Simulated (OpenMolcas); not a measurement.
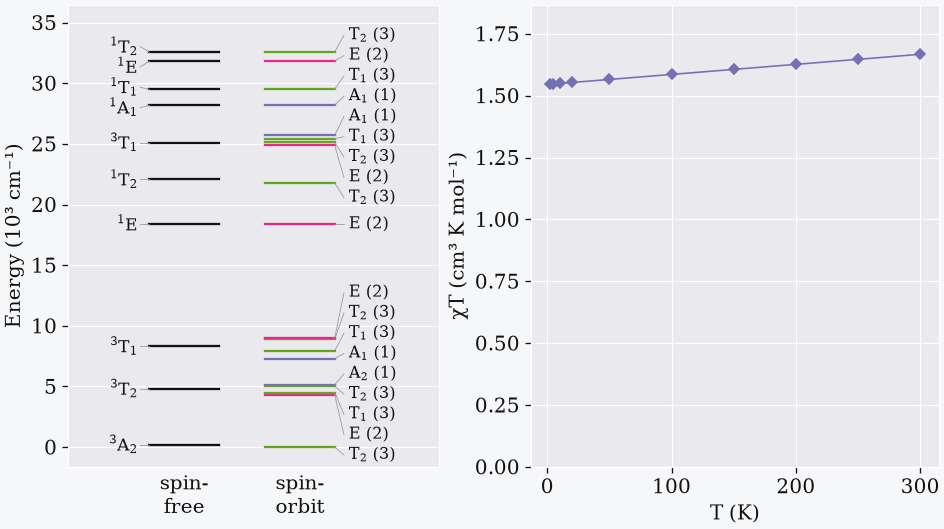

Levels of a 3d ion of charge +2 as a dopant in CsCaF₃, a cluster with its 6 nearest F⁻ at 2.138 Å (octahedron) embedded in model potentials and point charges; the geometry was set, not optimised. Labels give the representation in O, Td, D4 or D3 as the site allows (double group for half-integer spin) where it could be assigned and, in brackets, the degeneracy; spin-free states, where drawn, share the zero of the spin-orbit levels. Computed with OpenMolcas: state-averaged CASSCF, the open shell active, basis ANO-RCC-VDZP on all atoms, DKH2 scalar Hamiltonian, spin-orbit coupling by RASSI with atomic mean-field integrals. Powder susceptibility by Van Vleck's formula.

> Which ion is the dopant?

Ni²⁺ (3d⁸). The ground level is T₂, 3-fold degenerate, 100 % from states of spin multiplicity 3. The next level lies at 4,320 cm⁻¹ (E). The lowest spin-free state is ³A₂, from the free-ion F term; of the same spin there follow at 4,600 cm⁻¹ (³T₂), 8,110 cm⁻¹ (³T₁) and 24,900 cm⁻¹ (³T₁) above it. A ligand-field fit to the spin-free states gives |10Dq| = 4,510 cm⁻¹, B = 1,280 and C = 4,690 cm⁻¹ (rms misfit 50 cm⁻¹). χT is 1.55 cm³ K mol⁻¹ at 2 K and 1.67 at 300 K, an effective moment of 3.65 μB. The active orbitals hold 96 to 99 % metal character (Löwdin), and the Mulliken charge of the metal is +1.59.

Limits of the model: the geometry is set by hand, with no relaxation and no charge compensation.
